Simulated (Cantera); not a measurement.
Charge: 1 mol Si2Cl6, a varied amount of NH3, 6.9 mol N2, equilibrated at 627 °C and 67.0 Pa.

Method: chemical equilibrium by Gibbs-energy minimisation in Cantera with the NASA 1993 tables (ideal gas, pure condensed phases). Candidate condensed phases: NH4Cl, Si, Si3N4; 28 gas species. The feed counts by its element totals alone. The tables' values for SiCl3 are old estimates; treat these amounts as uncertain. Rates play no part.

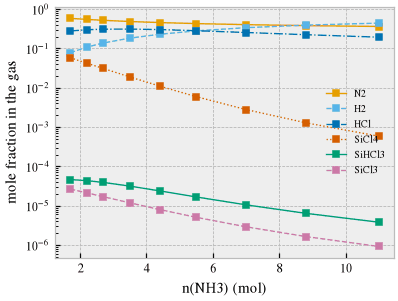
Fig. 1. Equilibrium gas composition (values under 1e-9 drawn at 1e-9)

From 1.7 mol NH3 to 11 mol NH3 the condensed part is Si3N4(s). The main Si-bearing gas is SiCl4 throughout. The share of Si in condensed phases is highest at 11 mol NH3 (99.1 %) and lowest at 1.7 mol NH3 (65.8 %).
